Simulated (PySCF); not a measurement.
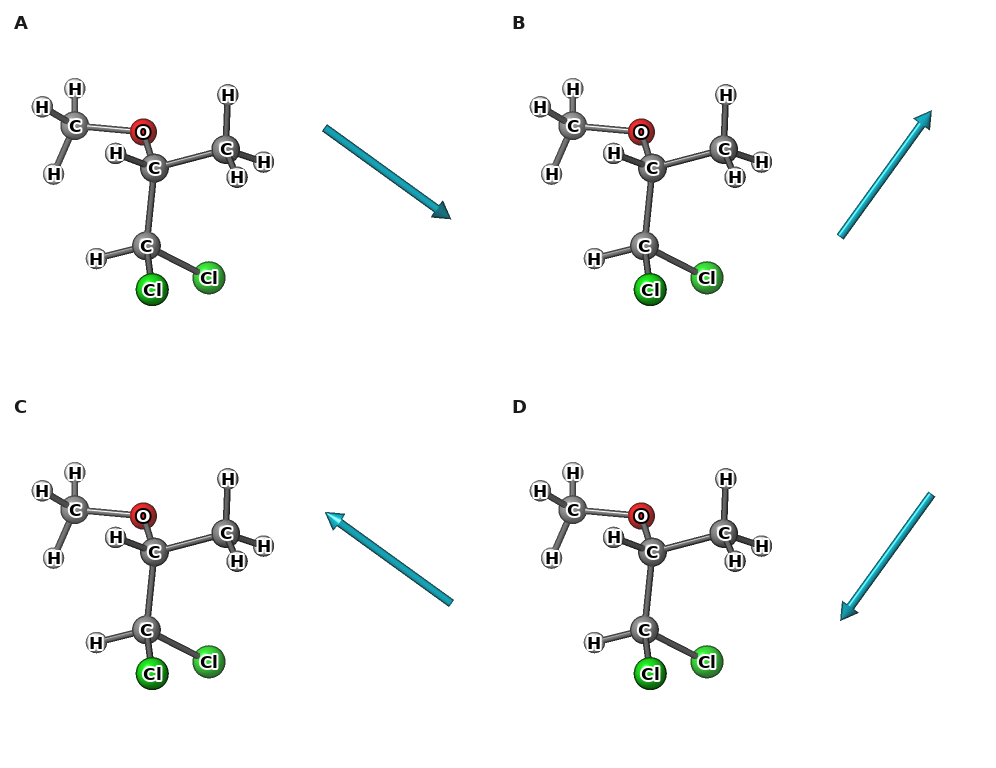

The same molecule four times, each with an arrow. The computed structure is the end point of a GFN2-xTB optimisation. No frequency run is at hand to confirm it as a minimum. Properties computed with PBE0/def2-SVPD, gas phase (PySCF 2.14.0).

Which arrow points along the dipole moment, from the negative to the positive end?

Answer. C. The dipole moment is 2.39 D.
